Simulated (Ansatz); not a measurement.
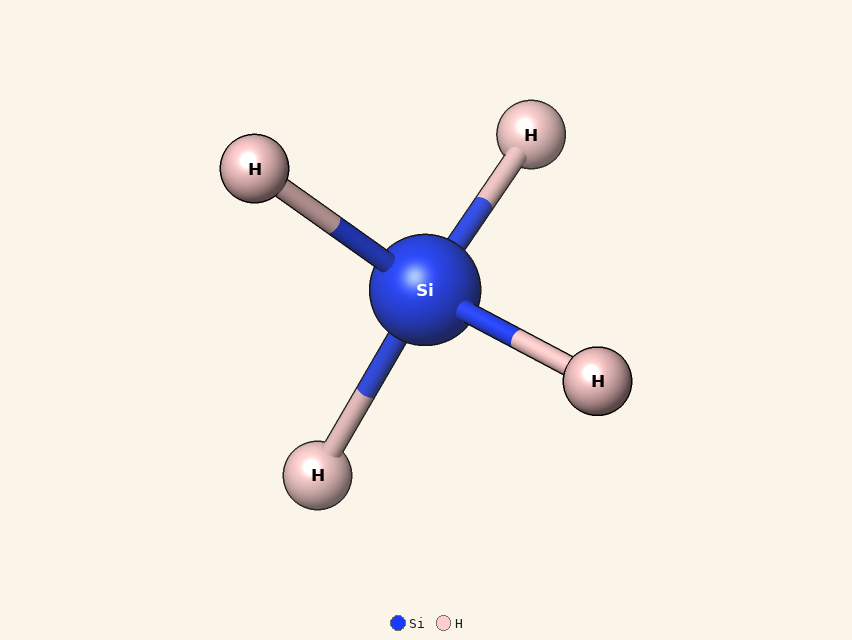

The picture shows a molecular structure as a ball-and-stick model. Every bond is drawn as one stick, whatever its order.

Computed geometry: PBE0-D4/def2-TZVP optimisation.

Question: Give the formula.

Answer: SiH4, 5 atoms: 1 silicon and 4 hydrogen.

Question: How many sets of symmetry-equivalent atoms are there?

Answer: 2: 1 Si, 4 H.

Question: What is the point group of this geometry?

Answer: Td.

Question: Count the bonded pairs by element.

Answer: 4 Si–H. Sticks follow a distance rule.

More results for the same structure follow; atom numbers are the same in all pictures, views and colours differ.

### Shape

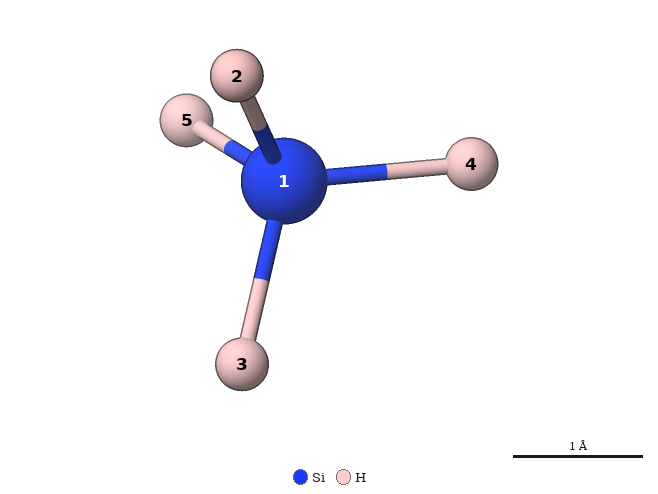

Atoms carry their numbers in the input.

List the bonds and their lengths.

| bond | length (Å) |
| --- | --- |
| Si1–H2 | 1.485 |
| Si1–H3 | 1.485 |
| Si1–H4 | 1.485 |
| Si1–H5 | 1.485 |

### Vibrations

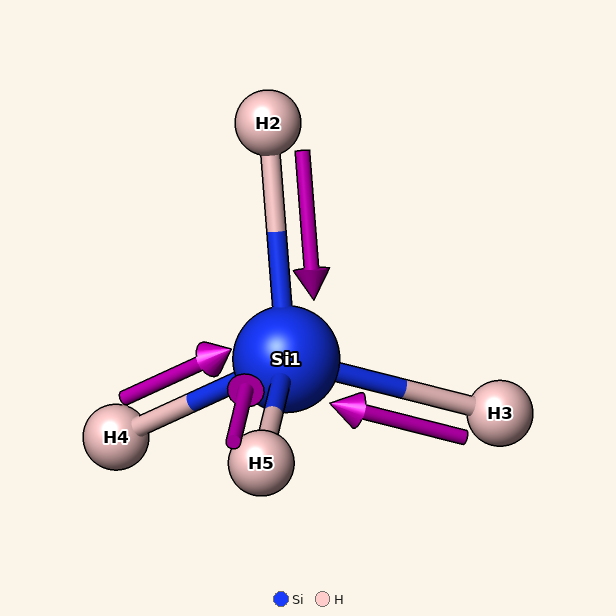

The arrows show one normal mode. Harmonic vibrations computed with RKS PBE0-D4/def2-TZVP (Ansatz 0.2.0) at a stationary point of the same level.

Question: What kind of motion is it?

Answer: Mostly in-phase stretching of 4 Si–H bonds.

Question: Estimate its harmonic wavenumber.

Answer: 2235 cm⁻¹; it is mode 6 of 9 counted from the lowest.

### Thermal motion

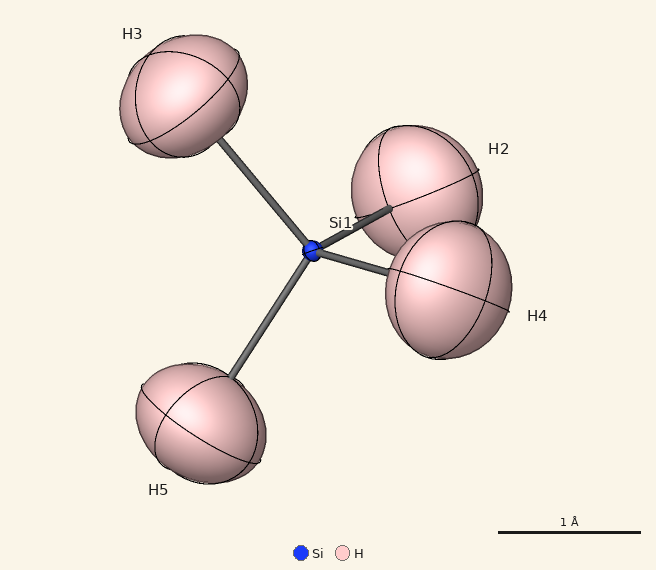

Displacement ellipsoids at the 50 % level, enlarged 3 times, from the internal vibrations of the free molecule (harmonic, no overall translation or rotation; no half-axis is drawn under 0.075 Å). Vibrations computed with RKS PBE0-D4/def2-TZVP (Ansatz 0.2.0). Temperature: 400 K.

Question: Which atom has the largest mean-square displacement?

Answer: H2, H3, H4, H5, with U_eq = 0.0100 Å².

Give the displacement parameters, one line for each set of equivalent atoms.

```tsv
atom	U_eq (Å²)	rms amplitudes (Å)
Si1	0.00007	0.008, 0.008, 0.008
H2, H3, H4, H5	0.0100	0.085, 0.107, 0.107
```

### Electronic properties

Level of theory: RKS PBE0-D4/def2-TZVPP (Ansatz 0.2.0).

Question: What is the LUMO energy (Kohn–Sham orbital)?

Answer: 1.06 eV.

Question: Give the HOMO energy (Kohn–Sham orbital) at this level.

Answer: −9.86 eV.
